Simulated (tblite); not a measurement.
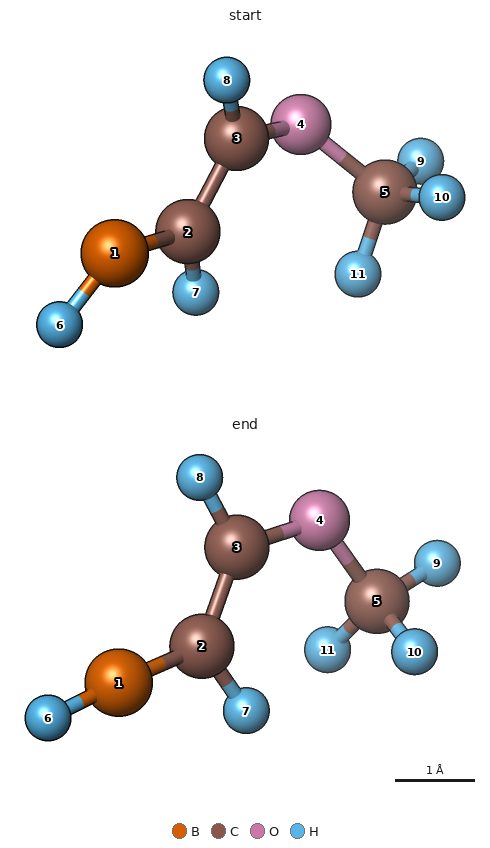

The structure of C₃H₆BO (multiplicity 2) before (top) and after (bottom) a relaxation, at one scale.

Style: ball-and-stick. Shown from a free direction.

Method: GFN2-xTB geometry optimisation, gas phase in tblite. 

Q: Summarise the run.

A: H7 moves most after the best rigid fit: 0.79 Å. Largest moves by element: H 0.79 Å, O 0.38 Å, B 0.35 Å, C 0.24 Å. Near-neighbour distances that change, for instance: B1–C2 1.567 → 1.433 Å, C2–C3 1.345 → 1.378 Å, C5–H9 1.119 → 1.089 Å, C3–O4 1.400 → 1.373 Å. Among the angles between lasting bonds that change: C2–B1–H6 124.7° → 172.0°, O4–C3–H8 123.2° → 109.9°, B1–C2–C3 120.0° → 132.4°. Groups turn about C3–O4 by about 60°. The energy falls by 84.1 kJ/mol in 69 geometry steps. The run took 0.17 s on 1 thread of Arm Neoverse V2 (shared host).
